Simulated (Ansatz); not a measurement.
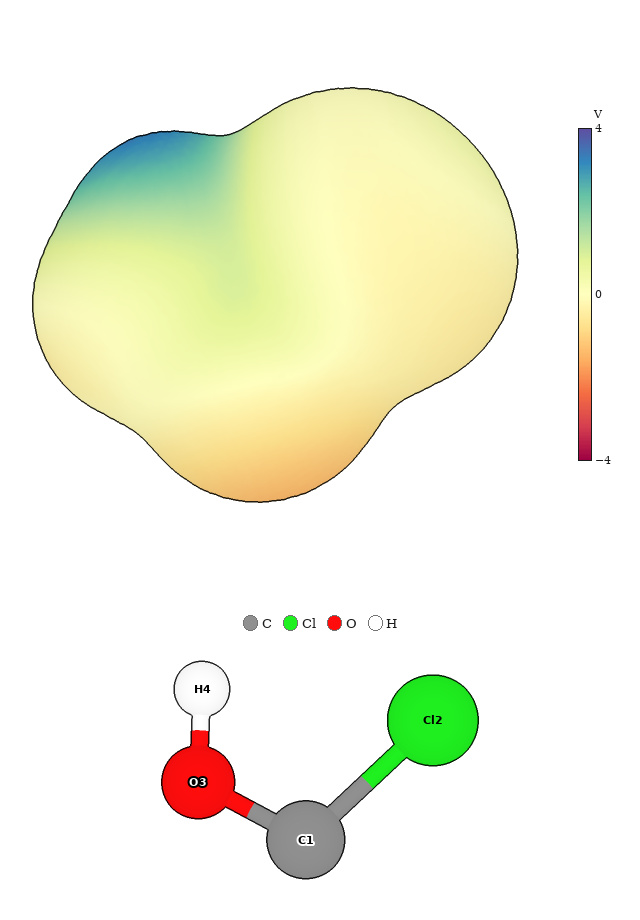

Figure 1: CHClO. The electrostatic potential painted on the density surface at 0.002 e/bohr³, seen across its widest extent; red is negative and blue positive. The bare structure is drawn below in the same view.

Geometry: B3LYP/6-31G*.

Level of theory: isolated molecule in a Gaussian basis; Kohn-Sham density functional theory, functional PBE0 (Ansatz 0.2.0).

The calculation's input:

```
crystal:
  periodic: [false, false, false]
  atoms:
    - {symbol: C, position_ang: [-0.060131, -0.182569, 0.324799]}
    - {symbol: Cl, position_ang: [-0.114705, 0.204066, -1.470181]}
    - {symbol: O, position_ang: [-1.206887, -0.664795, 0.669450]}
    - {symbol: H, position_ang: [-1.883548, -0.741302, -0.046729]}
basis:
  gaussian:
    orbitals: def2-TZVPD
hamiltonian:
  xc: {name: PBE0}
output: {forces: true, orbitals: {seedname: orbitals}}
```

Launched as:

```sh
ansatz run input.yaml --threads 1 --pin off --max-ram 2610MiB --events-out events.jsonl --progress --plain --runs-dir runs
```

Which sites attract a positive test charge, and which a negative one?

A positive charge is drawn to the negative regions and a negative charge to the positive ones. The most negative region (about −1.4 V) lies over C1, the most positive (about +3.3 V) over H4. Cl2 shows a σ-hole: about +0.4 V at the tip opposite its bond, against about 0.0 V on its flanks.
